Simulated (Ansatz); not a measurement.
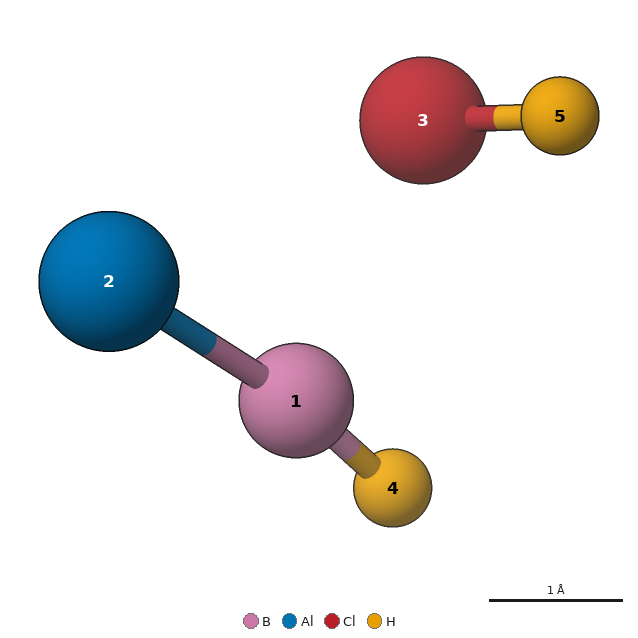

The atoms are numbered. Charge 0, doublet. Computed geometry: PBE-D4/def2-SVP optimisation. No frequency run is at hand to confirm it as a minimum.

List the bonds and their lengths.

```
  bond  length (Å)
B1–Al2       2.150
 B1–H4       1.222
Cl3–H5       1.306
```
